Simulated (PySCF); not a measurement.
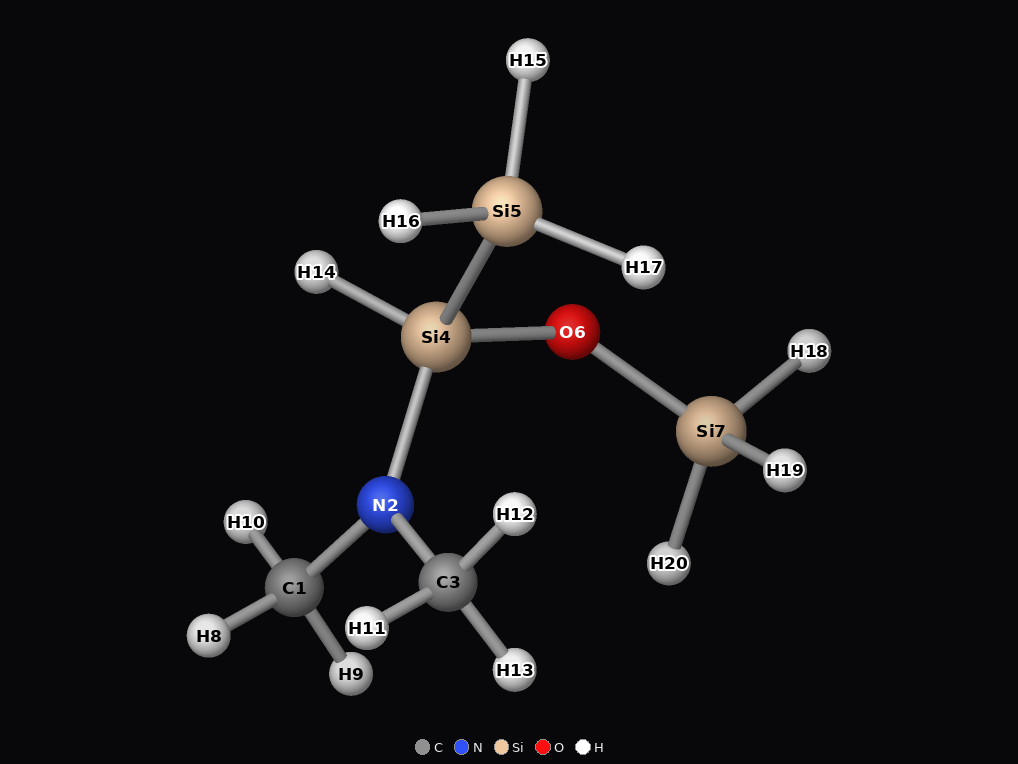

The geometry was computed by an optimisation with PBE0-D3(BJ)/def2-SVP. No frequency run is at hand to confirm it as a minimum. Properties computed with delta-SCF UKS SCAN, pcX-2 on the ionised atom, pcseg-1 elsewhere, spin-free X2C (PySCF 2.14.0).

Give the core-electron binding energies (to vacuum; p and d levels without spin–orbit splitting) of C1 1s, N2 1s, Si4 1s, Si4 2p, Si5 1s, Si5 2p, O6 1s, Si7 1s, Si7 2p.

```
atom  level  binding energy (eV)
  C1     1s                291.5
  N2     1s                404.3
 Si4     1s               1846.9
 Si4     2p                107.1
 Si5     1s               1846.0
 Si5     2p                106.5
  O6     1s                537.3
 Si7     1s               1847.2
 Si7     2p                107.5
```
